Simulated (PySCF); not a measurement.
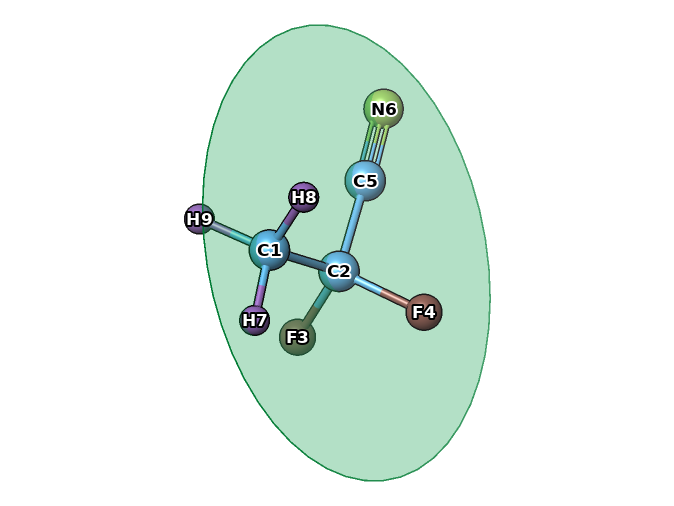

A disc through the centre of mass is drawn in. Depth is shown by fading: the farther an atom, the more it takes the colour of the background. The computed structure is the end point of a PBE0-D3(BJ)/def2-SVP optimisation. No frequency run is at hand to confirm it as a minimum.

> Is the plane of the disc a mirror plane of the structure?

Yes. The reflection leaves C1, C2, C5, N6, H7 in place and moves F3 ↔ F4; H8 ↔ H9. The point group is Cs.
